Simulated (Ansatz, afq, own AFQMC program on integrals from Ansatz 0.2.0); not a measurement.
# GaNH4SO+ (doublet): AFQMC on the coupled-cluster ladder as a vertical ion, def2-TZVP

How near does AFQMC come to the top of the ladder for GaNH4SO+ (doublet)?

Program: Ansatz 0.2.0, Gaussian basis, and an in-house AFQMC program (afq) on its integrals; all values are calculated. Level of theory: def2-TZVP, frozen cores. These are calculated values, not measurements.

To be run: PBE (unrestricted); CCSD(T) on UHF; CCSD(T) on UHF; r2SCAN (unrestricted); PBE0 (unrestricted); B3LYP (unrestricted); wB97M-V (unrestricted); B2PLYP (unrestricted); MP2 on UHF; Phaseless AFQMC, CISD trial on UHF.

1 further run of the same task is left out (it didn't finish).

### Step 1. What is computed

The geometry is that of the parent species, a PBE0/def2-SVP stationary point (not a proven minimum); the ion is not relaxed. No spin-orbit coupling is included. The filled d shell of Ga may be among the frozen orbitals whatever the setting's name suggests; the logs give the count.

8 atoms, charge 1, spin multiplicity 2.

Atoms are counted from 1 here; the program's logs count them from 0.

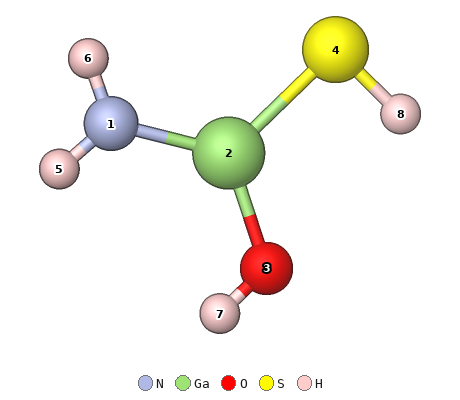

The structure; nitrogen light blue, gallium green, oxygen red, sulfur yellow, hydrogen pink; atoms are numbered from 1 in the order of the file.

### Step 2. PBE (unrestricted)

The input, in.yaml:

```yaml
crystal:
  periodic: [false, false, false]
  atoms:
    - {symbol: N, position_ang: [1.481158, 0.048953, 0.615221]}
    - {symbol: Ga, position_ang: [-0.207431, 0.088323, -0.024124]}
    - {symbol: O, position_ang: [-0.816022, -1.122382, -1.185645]}
    - {symbol: S, position_ang: [-1.640813, 1.652553, 0.540999]}
    - {symbol: H, position_ang: [2.134767, -0.705674, 0.451151]}
    - {symbol: H, position_ang: [1.816372, 0.693737, 1.319381]}
    - {symbol: H, position_ang: [-0.174876, -1.788244, -1.452097]}
    - {symbol: H, position_ang: [-2.593155, 1.132723, -0.264876]}
basis:
  gaussian: {orbitals: def2-TZVP}
total_charge: 1
magnetization: {spin_polarized: true, initial_magnetization: 1}
hamiltonian: {xc: {name: PBE}}
output: {orbitals: {seedname: orbitals}}
```

Launch:

```
$ ansatz run in.yaml --threads 1 --pin off --events-out ev --progress --plain --max-ram 5632MiB --backend cpu
```

The log of the run:

```text
Functional definition: PBE
  name "PBE"
  cite "Perdew, Burke & Ernzerhof, Phys. Rev. Lett. 77, 3865 (1996) doi:10.1103/PhysRevLett.77.3865"
  parent pbe
  parameter kappa = 0.804
  parameter beta = 0.06672455060314922
  exchange = pbe_x(kappa = kappa, mu = beta*pi^2/3)
  correlation = pbe_c(beta = beta)
1111 factors; their error is unknown
mean field evaluation 1: about -66762.4007 eV, gradient 9.6e1 eV
mean field evaluation 2: about -66475.9003 eV, gradient 2.0e2 eV
mean field evaluation 4: about -66786.7331 eV, gradient 3.9e1 eV
mean field evaluation 8: about -66793.5257 eV, gradient 1.0e1 eV
mean field evaluation 16: about -66794.4846 eV, gradient 8.8e-1 eV
mean field evaluation 32: about -66791.0714 eV, gradient 2.4e1 eV
mean field -66794.46551519 eV, -2454.6513327685 hartree, gradient 8.8e-6 eV, S^2 0.755733; 6 other end points of the search recorded, 0 dependent functions left out
reference -66794.46555268 eV, -2454.6513341463 hartree; 33, 32 occupied and 138, 139 virtual orbitals, 1111 factors
Total energy: -66794.46555268 eV, -2454.6513341463 hartree
```

Run time: 20 s. Hardware: 1 thread of AMD EPYC 7R13 (Zen 3), shared host; peak memory 3.4 GiB.

From the report: ⟨S²⟩ of the determinant 0.756 (pure doublet: 0.75).

### Step 3. CCSD(T) on UHF

Edit in.yaml of step 2 so:

```diff
@@ -15,3 +15,2 @@
 magnetization: {spin_polarized: true, initial_magnetization: 1}
-hamiltonian: {xc: {name: PBE}}
-output: {orbitals: {seedname: orbitals}}
+correlation: {method: ccsd_t, electrons: outside_noble_gas, hamiltonian_folder: ham}
```

Launch:

```
$ ansatz run in.yaml --threads 1 --pin off --events-out ev --progress --plain --max-ram 16896MiB --backend cuda --devices 0, --max-vram 18GiB
```

The log of the run, shortened:

```text
Functional definition: HF
  name "HF"
  cite "Fock, Z. Phys. 61, 126 (1930) doi:10.1007/BF01340294"
  parent pbe
[...]
1143 factors; integrals over basis functions are off by at most 1.2e-3 eV
[...]
mean field -66729.78639026 eV, -2452.2744187683 hartree, gradient 3.8e-6 eV, S^2 0.760598; 14 other end points of the search recorded, 0 dependent functions left out
determinant -66729.78639026 eV, -2452.2744187683 hartree, with singles and doubles -66748.47960072 eV, -2452.9613815820 hartree
determinant -66729.52139906 eV, -2452.2646805214 hartree, with singles and doubles -66748.52714366 eV, -2452.9631287530 hartree
determinant -66729.22428589 eV, -2452.2537618138 hartree, with singles and doubles -66748.54892548 eV, -2452.9639292200 hartree
determinant -66728.50066078 eV, -2452.2271690815 hartree, with singles and doubles -66747.01129624 eV, -2452.9074223876 hartree
[...]
determinant -66729.22428589 eV, -2452.2537618138 hartree, with singles and doubles -66748.46252478 eV, -2452.9607540529 hartree
determinant -66729.78639026 eV, -2452.2744187683 hartree, with singles and doubles -66748.44265841 eV, -2452.9600239772 hartree
determinant -66729.52139906 eV, -2452.2646805214 hartree, with singles and doubles -66748.47184133 eV, -2452.9610964298 hartree
determinant -66729.22428589 eV, -2452.2537618138 hartree, with singles and doubles -66748.46429183 eV, -2452.9608189906 hartree
21 core orbitals not correlated, not the lowest: weight in the atoms' cores, before any rotation towards them, 0.668 or more for the frozen orbitals, at most 0.326 for the correlated occupied ones
reference -66729.52139906 eV, -2452.2646805214 hartree; 12, 11 occupied and 138, 139 virtual orbitals, 1143 factors
second order -17.96764382 eV of doubles, -0.00000000 eV of singles
cycle   1  -18.95044101 eV  change    1.3e-6 eV  update   2.1e-6
perturbative correction -0.76655246 eV, -0.0281702833 hartree
Total energy: -66749.23839253 eV, -2452.9892666666 hartree
```

It took 24 s on 1 × NVIDIA H100 80GB HBM3 with 1 thread of AMD EPYC 7R13 (Zen 3), shared host; peak host memory 3.4 GiB.

From the report: ⟨S²⟩ of the determinant 0.765 (pure doublet: 0.75); correlation -19.7170 eV; T1 0.040; largest double amplitude 0.04.

This run also writes the integrals to the folder ham.

### Step 4. CCSD(T) on UHF

Edit in.yaml of step 3 so:

```diff
@@ -12,5 +12,5 @@
 basis:
-  gaussian: {orbitals: def2-TZVP}
+  gaussian: {orbitals: def2-TZVPP}
 total_charge: 1
 magnetization: {spin_polarized: true, initial_magnetization: 1}
-correlation: {method: ccsd_t, electrons: outside_noble_gas, hamiltonian_folder: ham}
+correlation: {method: ccsd_t, electrons: outside_noble_gas}
```

Launched as before.

The log of the run, shortened:

```text
Functional definition: HF
  name "HF"
  cite "Fock, Z. Phys. 61, 126 (1930) doi:10.1007/BF01340294"
  parent pbe
[...]
1263 factors; integrals over basis functions are off by at most 9.6e-4 eV
[...]
mean field -66729.89962548 eV, -2452.2785800859 hartree, gradient 3.2e-6 eV, S^2 0.760594; 14 other end points of the search recorded, 0 dependent functions left out
determinant -66729.89962548 eV, -2452.2785800859 hartree, with singles and doubles -66748.97159178 eV, -2452.9794619200 hartree
determinant -66729.62943773 eV, -2452.2686508692 hartree, with singles and doubles -66749.02263292 eV, -2452.9813376472 hartree
determinant -66729.33354451 eV, -2452.2577769938 hartree, with singles and doubles -66749.03984904 eV, -2452.9819703279 hartree
determinant -66728.61050105 eV, -2452.2312056368 hartree, with singles and doubles -66747.46363426 eV, -2452.9240455032 hartree
[...]
determinant -66729.33354451 eV, -2452.2577769938 hartree, with singles and doubles -66748.91274255 eV, -2452.9772992506 hartree
determinant -66729.89962548 eV, -2452.2785800859 hartree, with singles and doubles -66748.89269857 eV, -2452.9765626481 hartree
determinant -66729.62943773 eV, -2452.2686508692 hartree, with singles and doubles -66748.92355222 eV, -2452.9776964986 hartree
determinant -66729.33354451 eV, -2452.2577769938 hartree, with singles and doubles -66748.91456979 eV, -2452.9773664004 hartree
21 core orbitals not correlated, not the lowest: weight in the atoms' cores, before any rotation towards them, 0.667 or more for the frozen orbitals, at most 0.326 for the correlated occupied ones
reference -66729.62943773 eV, -2452.2686508692 hartree; 12, 11 occupied and 175, 176 virtual orbitals, 1263 factors
second order -18.36235402 eV of doubles, -0.00000000 eV of singles
cycle   1  -19.29411365 eV  change    8.3e-7 eV  update   2.1e-6
perturbative correction -0.79236428 eV, -0.0291188501 hartree
Total energy: -66749.71591566 eV, -2453.0068153181 hartree
```

Wall time 32 s (1 × NVIDIA H100 80GB HBM3 with 1 thread of AMD EPYC 7R13 (Zen 3), shared host); peak host memory 3.4 GiB.

From the report: ⟨S²⟩ of the determinant 0.765 (pure doublet: 0.75); correlation -20.0865 eV; T1 0.040; largest double amplitude 0.04.

### Step 5. r2SCAN (unrestricted)

Edit in.yaml of step 4 so:

```diff
@@ -12,5 +12,5 @@
 basis:
-  gaussian: {orbitals: def2-TZVPP}
+  gaussian: {orbitals: def2-TZVP}
 total_charge: 1
 magnetization: {spin_polarized: true, initial_magnetization: 1}
-correlation: {method: ccsd_t, electrons: outside_noble_gas}
+hamiltonian: {xc: {name: r2SCAN}}
```

Launch:

```
$ ansatz run in.yaml --threads 1 --pin off --events-out ev --progress --plain --max-ram 5632MiB --backend cpu
```

The log of the run, shortened:

```text
Functional definition: r2SCAN
  name "r2SCAN"
  cite "Furness, Kaplan, Ning, Perdew & Sun, J. Phys. Chem. Lett. 11, 8208 (2020) doi:10.1021/acs.jpclett.0c02405"
  cite "Furness, Kaplan, Ning, Perdew & Sun, J. Phys. Chem. Lett. 11, 9248 (2020) doi:10.1021/acs.jpclett.0c03077"
  parent r2scan
[...]
1111 factors; their error is unknown
[...]
mean field -66808.13992453 eV, -2455.1538580430 hartree, gradient 2.3e-5 eV, S^2 0.763295; 5 other end points of the search recorded, 0 dependent functions left out
reference -66808.13993711 eV, -2455.1538585049 hartree; 33, 32 occupied and 138, 139 virtual orbitals, 1111 factors
Total energy: -66808.13993711 eV, -2455.1538585049 hartree
```

Wall time 37 s (1 thread of AMD EPYC 7R13 (Zen 3), shared host); peak memory 3.4 GiB.

From the report: ⟨S²⟩ of the determinant 0.763 (pure doublet: 0.75).

### Step 6. PBE0 (unrestricted)

Edit in.yaml of step 5 so:

```diff
@@ -15,2 +15,3 @@
 magnetization: {spin_polarized: true, initial_magnetization: 1}
-hamiltonian: {xc: {name: r2SCAN}}
+hamiltonian: {xc: {name: PBE0}}
+output: {orbitals: {seedname: orbitals}}
```

Launched as before.

The log of the run:

```text
Functional definition: PBE0
  name "PBE0"
  cite "Adamo & Barone, J. Chem. Phys. 110, 6158 (1999) doi:10.1063/1.478522"
  cite "Perdew, Burke & Ernzerhof, Phys. Rev. Lett. 77, 3865 (1996) doi:10.1103/PhysRevLett.77.3865"
  parent pbe
  parameter a = 0.25
  parameter kappa = 0.804
  parameter beta = 0.06672455060314922
  exchange = (1 - a)*pbe_x(kappa = kappa, mu = beta*pi^2/3) + a*exact_x
  correlation = pbe_c(beta = beta)
1166 factors; their error is unknown
mean field evaluation 1: about -66772.9949 eV, gradient 8.0e1 eV
mean field evaluation 2: about -66600.7999 eV, gradient 1.7e2 eV
mean field evaluation 4: about -66788.2615 eV, gradient 3.8e1 eV
mean field evaluation 8: about -66795.8784 eV, gradient 2.7e0 eV
mean field evaluation 16: about -66796.1384 eV, gradient 2.1e-1 eV
mean field evaluation 32: about -66796.0182 eV, gradient 4.2e0 eV
mean field -66796.13852903 eV, -2454.7128148928 hartree, gradient 3.8e-5 eV, S^2 0.768861; 2 other end points of the search recorded, 0 dependent functions left out
reference -66796.13855691 eV, -2454.7128159177 hartree; 33, 32 occupied and 138, 139 virtual orbitals, 1166 factors
Total energy: -66796.13855691 eV, -2454.7128159177 hartree
```

Run time: 15 s. Hardware: 1 thread of AMD EPYC 7R13 (Zen 3), shared host; peak memory 3.4 GiB.

From the report: ⟨S²⟩ of the determinant 0.769 (pure doublet: 0.75).

### Step 7. B3LYP (unrestricted)

Edit in.yaml of step 6 so:

```diff
@@ -15,3 +15,2 @@
 magnetization: {spin_polarized: true, initial_magnetization: 1}
-hamiltonian: {xc: {name: PBE0}}
-output: {orbitals: {seedname: orbitals}}
+hamiltonian: {xc: {name: B3LYP}}
```

The command is unchanged.

The log of the run, shortened:

```text
Functional definition: B3LYP
  name "B3LYP"
  cite "Stephens, Devlin, Chabalowski & Frisch, J. Phys. Chem. 98, 11623 (1994) doi:10.1021/j100096a001"
  cite "Becke, Phys. Rev. A 38, 3098 (1988) doi:10.1103/PhysRevA.38.3098"
  cite "Lee, Yang & Parr, Phys. Rev. B 37, 785 (1988) doi:10.1103/PhysRevB.37.785"
  cite "Vosko, Wilk & Nusair, Can. J. Phys. 58, 1200 (1980) doi:10.1139/p80-159"
[...]
1156 factors; their error is unknown
[...]
mean field -66812.65866804 eV, -2455.3199188040 hartree, gradient 2.3e-5 eV, S^2 0.765088; 3 other end points of the search recorded, 0 dependent functions left out
reference -66812.65890808 eV, -2455.3199276253 hartree; 33, 32 occupied and 138, 139 virtual orbitals, 1156 factors
Total energy: -66812.65890808 eV, -2455.3199276253 hartree
```

Wall time 26 s (1 thread of AMD EPYC 7R13 (Zen 3), shared host); peak memory 3.4 GiB.

From the report: ⟨S²⟩ of the determinant 0.765 (pure doublet: 0.75).

### Step 8. wB97M-V (unrestricted)

Edit in.yaml of step 7 so:

```diff
@@ -15,2 +15,3 @@
 magnetization: {spin_polarized: true, initial_magnetization: 1}
-hamiltonian: {xc: {name: B3LYP}}
+hamiltonian: {xc: {name: wB97M-V}}
+output: {orbitals: {seedname: orbitals}}
```

The command is unchanged.

The log of the run, shortened:

```text
Functional definition: wB97M-V
  name "wB97M-V"
  cite "Mardirossian & Head-Gordon, J. Chem. Phys. 144, 214110 (2016) doi:10.1063/1.4952647"
  cite "Becke, J. Chem. Phys. 107, 8554 (1997) doi:10.1063/1.475007"
  cite "Vydrov & Van Voorhis, J. Chem. Phys. 133, 244103 (2010) doi:10.1063/1.3521275"
  # Of w^i u^j: cxij and so on, Table III.
[...]
  gx(w, u) = 1 - cx + cx01*u + cx10*w
  gss(w, u) = css00 + css04*u^4 + css10*w + css20*w^2 + css43*w^4*u^3
  gos(w, u) = cos00 + cos10*w + (cos20 + cos21*u)*w^2 + (cos60 + cos61*u)*w^6
[...]
      + integral(e_c_pw_mod_opposite_spin*gos(b97_w_opposite, b97_u_opposite)) + vv10(b, c)
1149 factors; their error is unknown
265 factors; integrals over basis functions are off by at most 9.9e-6 eV
[...]
mean field -66805.68300004 eV, -2455.0635677332 hartree, gradient 2.1e-5 eV, S^2 0.773207; 2 other end points of the search recorded, 0 dependent functions left out
reference -66805.68304368 eV, -2455.0635693370 hartree; 33, 32 occupied and 138, 139 virtual orbitals, 1149 factors
Total energy: -66805.68304368 eV, -2455.0635693370 hartree
```

It took 79 s on 1 thread of AMD EPYC 7R13 (Zen 3), shared host; peak memory 3.4 GiB.

From the report: ⟨S²⟩ of the determinant 0.773 (pure doublet: 0.75).

### Step 9. B2PLYP (unrestricted)

Edit in.yaml of step 8 so:

```diff
@@ -15,3 +15,3 @@
 magnetization: {spin_polarized: true, initial_magnetization: 1}
-hamiltonian: {xc: {name: wB97M-V}}
-output: {orbitals: {seedname: orbitals}}
+hamiltonian: {xc: {name: B2PLYP}}
+correlation: {electrons: outside_noble_gas}
```

The command is unchanged.

The log of the run, shortened:

```text
Functional definition: B2PLYP
  name "B2PLYP"
  cite "Grimme, J. Chem. Phys. 124, 034108 (2006) doi:10.1063/1.2148954"
  cite "Becke, Phys. Rev. A 38, 3098 (1988) doi:10.1103/PhysRevA.38.3098"
  cite "Lee, Yang & Parr, Phys. Rev. B 37, 785 (1988) doi:10.1103/PhysRevB.37.785"
[...]
1143 factors; integrals over basis functions are off by at most 1.2e-3 eV
[...]
mean field -66787.27799926 eV, -2454.3871964300 hartree, gradient 3.0e-6 eV, S^2 0.788619; 4 other end points of the search recorded, 0 dependent functions left out
21 core orbitals not correlated, not the lowest: weight in the atoms' cores, before any rotation towards them, 0.570 or more for the frozen orbitals, at most 0.440 for the correlated occupied ones
reference -66787.27814994 eV, -2454.3872019672 hartree; 12, 11 occupied and 138, 139 virtual orbitals, 1143 factors
second order -22.43430871 eV of doubles, -0.00000000 eV of singles
Total energy: -66793.33541329 eV, -2454.6098022896 hartree
```

It took 44 s on 1 thread of AMD EPYC 7R13 (Zen 3), shared host; peak memory 3.4 GiB.

From the report: ⟨S²⟩ of the determinant 0.789 (pure doublet: 0.75).

### Step 10. MP2 on UHF

Edit in.yaml of step 9 so:

```diff
@@ -12,6 +12,5 @@
 basis:
-  gaussian: {orbitals: def2-TZVP}
+  gaussian: {orbitals: "def2-QZVPP.json"}
 total_charge: 1
 magnetization: {spin_polarized: true, initial_magnetization: 1}
-hamiltonian: {xc: {name: B2PLYP}}
-correlation: {electrons: outside_noble_gas}
+correlation: {method: mp2, electrons: outside_noble_gas}
```

Launch:

```
$ ansatz run in.yaml --threads 1 --pin off --events-out ev --progress --plain --max-ram 16896MiB --backend cuda --devices 0, --max-vram 18GiB
```

The log of the run, shortened:

```text
Functional definition: HF
  name "HF"
  cite "Fock, Z. Phys. 61, 126 (1930) doi:10.1007/BF01340294"
  parent pbe
[...]
2433 factors; integrals over basis functions are off by at most 9.2e-4 eV
[...]
mean field -66731.47889150 eV, -2452.3366170416 hartree, gradient 2.5e-6 eV, S^2 0.760664; 10 other end points of the search recorded, 0 dependent functions left out
21 core orbitals not correlated, not the lowest: weight in the atoms' cores, before any rotation towards them, 0.660 or more for the frozen orbitals, at most 0.330 for the correlated occupied ones
reference -66731.47889150 eV, -2452.3366170416 hartree; 12, 11 occupied and 360, 361 virtual orbitals, 2433 factors
second order -19.34515292 eV of doubles, -0.00000000 eV of singles
Total energy: -66750.82404442 eV, -2453.0475382988 hartree
```

It took 19 s on 1 × NVIDIA H100 80GB HBM3 with 1 thread of AMD EPYC 7R13 (Zen 3), shared host; peak host memory 3.4 GiB.

From the report: ⟨S²⟩ of the determinant 0.761 (pure doublet: 0.75).

### Step 11. Phaseless AFQMC, CISD trial on UHF

It reads the integrals that the CCSD(T) run on this determinant wrote.

Launch:

```
$ afq ham --method phaseless --trial cisd --walkers 300 --populations 10 --least-time 60 --time-step 0.005 --steps-per-block 50 --equilibration-blocks 28 --max-blocks 4000 --target-error 0.00029 --factor-cut 1e-05 --start spin_pure --seed 4662 --release-times 0.21,0.42,0.63,0.9 --release-step 0.03 --release-every 5 --taylor-order 6
```

The log of the run:

```text
orbitals 150  electrons 12 11  factors 1098 of 1143
reference energy -2452.26468052 Eh
CCSD correlation -0.69641626 Eh in 21 cycles, weight of the determinant in the CISD state 0.7518
energy of the start -2452.959847 Eh
 block  time / (1/Eh)  mean weight  energy / Eh
     1     0.250  0.9999  -2452.940898
     2     0.500  1.0002  -2452.959146
     3     0.750  0.9997  -2452.968428
     4     1.000  0.9984  -2452.977590
     5     1.250  1.0008  -2452.981392
     6     1.500  0.9987  -2452.982587
     7     1.750  1.0010  -2452.984288
     8     2.000  0.9989  -2452.985606
     9     2.250  1.0013  -2452.994782
    10     2.500  1.0000  -2452.993833
    15     3.750  1.0000  -2452.980527
    22     5.500  1.0008  -2452.996207
    29     7.250  0.9989  -2453.003146
    36     9.000  1.0009  -2452.993956
    43    10.750  0.9989  -2452.989563
    50    12.500  0.9981  -2452.989212
    57    14.250  0.9990  -2452.989888
    64    16.000  1.0011  -2452.978851
    71    17.750  1.0007  -2452.994413
    78    19.500  0.9997  -2453.008992
    85    21.250  1.0016  -2452.994237
    92    23.000  0.9999  -2453.004341
    99    24.750  0.9980  -2453.006398
   106    26.500  0.9986  -2452.991210
   113    28.250  0.9999  -2452.987882
   120    30.000  0.9987  -2452.985662
   127    31.750  0.9994  -2452.986813
   134    33.500  1.0018  -2453.004294
   141    35.250  0.9986  -2452.977597
   148    37.000  1.0001  -2452.981006
   155    38.750  0.9998  -2453.002905
   162    40.500  1.0007  -2453.009747
   169    42.250  1.0015  -2452.995055
   176    44.000  0.9935  -2452.985282
   183    45.750  0.9976  -2453.003124
   190    47.500  0.9993  -2452.984297
   197    49.250  1.0010  -2452.983745
   204    51.000  0.9987  -2452.987307
   211    52.750  1.0004  -2453.001039
   218    54.500  1.0002  -2452.990153
   225    56.250  1.0038  -2453.016602
   232    58.000  0.9967  -2452.991004
   239    59.750  0.9964  -2452.998112
   246    61.500  0.9995  -2452.995518
   253    63.250  0.9991  -2452.998236
   260    65.000  1.0015  -2452.989978
   267    66.750  1.0006  -2453.000360
   274    68.500  0.9998  -2452.982395
   281    70.250  0.9996  -2453.001523
   288    72.000  0.9993  -2452.990328
error from the spread of 10 populations
released: time / (1/Eh)  energy / Eh  error  mean overlap
  0.21  -2452.995671  0.001292  0.9853
  0.42  -2452.996035  0.001066  0.9739
  0.63  -2452.998045  0.002153  0.9686
  0.90  -2452.996079  0.002189  0.9785
energy -2452.993133 +/- 0.000587 Eh
```

It took 5.4 min on 1 × NVIDIA H100 80GB HBM3 with 2 threads of AMD EPYC 7R13 (Zen 3), shared host; peak host memory 4.1 GiB.

Energy -66749.3436 ± 0.0160 eV. Caveats: constraint bias not in the error; error above the target.

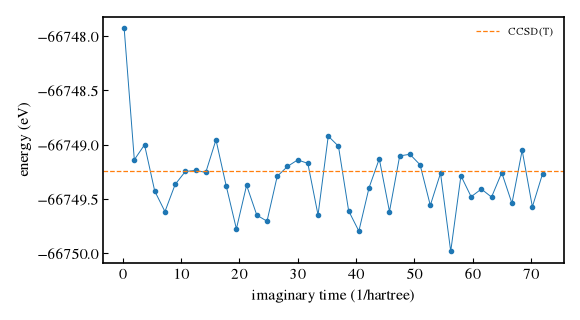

Block energies along the walk.

### Step 12. All levels side by side

On the UHF determinant, counted from CCSD(T) (a yardstick, not exact):

```tsv
level	energy (eV)	from CCSD(T) (kcal/mol)	statistical error (kcal/mol)	time
HF	-66729.5214	+454.68		
MP2	-66747.4890	+40.34		
CCSD	-66748.4718	+17.68		
CCSD(T)	-66749.2384	0.00		
Phaseless AFQMC, CISD trial, step 0.005, 300 walkers	-66749.3436	-2.43	0.37	5.4 min
```

The functionals' totals stand on their own zeros and serve differences with other points: PBE -66794.466 eV; r2SCAN -66808.140 eV; PBE0 -66796.139 eV; B3LYP -66812.659 eV; wB97M-V -66805.683 eV; B2PLYP -66793.335 eV.

### Step 13. Outcome

| quantity | value |
| --- | --- |
| Phaseless AFQMC, CISD trial on UHF from CCSD(T) | -2.43 ± 0.37 kcal/mol |

In words: On UHF the phaseless walk with the CISD trial lies -2.43 kcal/mol from CCSD(T), 7 times its error bar. Error bars are statistical and leave out the constraint, the time step and what remains of the start.
